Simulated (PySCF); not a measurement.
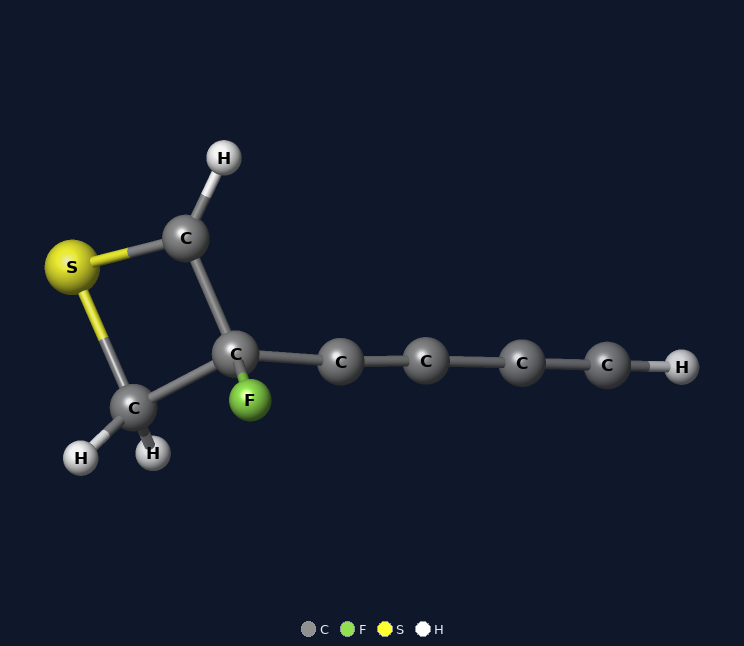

State: neutral, doublet. Computed geometry: GFN2-xTB optimisation. No frequency run is at hand to confirm it as a minimum. Properties computed with UKS B3LYP, pcH-1 on C F H S, non-relativistic (PySCF 2.14.0).

Computed properties:

The species is C₇H₄FS (`C#CC#C[C@@]1(F)[CH]SC1`).
- ⟨S²⟩ of the determinant: 0.755
- isotropic g value: 2.00490
